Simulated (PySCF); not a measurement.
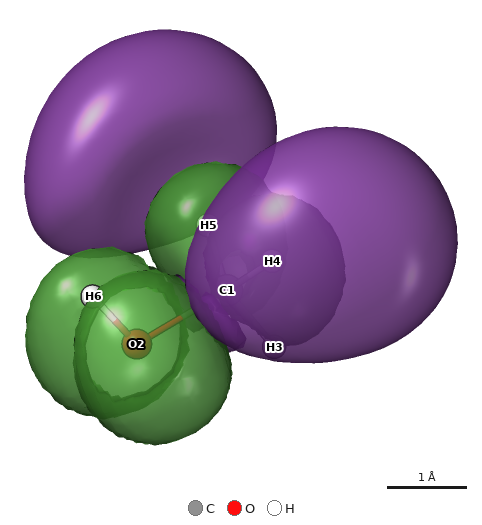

CH₄O, SMILES `CO`. Unrelaxed difference density of S₃ less the ground state (full linear response singlet states), ±0.006 e/Å³; purple: gain, green: loss.

PySCF calculation, PBE0/aug-cc-pVDZ, gas phase; geometry: GFN2-xTB. No frequency check shows the geometry to be a minimum.

Coordinates in Å:

```
C1       0.6597    0.0200    0.0001
O2      -0.7392   -0.1228   -0.0000
H3       1.0734   -0.9866   -0.0062
H4       1.0137    0.5436    0.8946
H5       1.0127    0.5544   -0.8889
H6      -1.1443    0.7507    0.0004
```

**How does the charge move on excitation?**

0.91 e is displaced in all, largely into diffuse regions outside the molecule. The state: 7.81 eV (159 nm), f = 0.032, diffuse (Rydberg-like) orbital; the leading pair carries 100 %; hole on O2 (64 %), C1 (14 %) and H4 and H5 (8 % each), electron on H4 and H5 (29 % each), C1 (22 %) and H6 (10 %) (atom shares of so diffuse an orbital are rough); their centroids lie 1.7 Å apart.
